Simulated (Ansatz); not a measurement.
The starting structures come from a database of crystals and need not be the phases stable at ambient conditions.

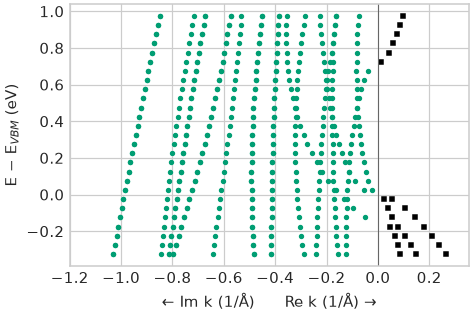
Figure. Complex bands at the centre of the two-dimensional zone; Ansatz (a quantum-chemistry and plane-wave program) with r2SCAN

The gap is the functional's own, uncorrected, and κ follows it; spin-orbit coupling is left out. Mid-gap values are interpolated between the computed energies.

Q: This is Sr(ZnAs)$_{2}$ (P-3m1, not sure to be the ambient phase, 5 atoms a cell, 22.4 Å³ an atom) along the normal of (111). Read off the slowest decay at the centre of the two-dimensional zone at 0.38 eV, the computed energy nearest the middle of the gap.

A: κ ≈ 0.07 1/Å, a decay length 1/(2κ) of the density of 6.8 Å.
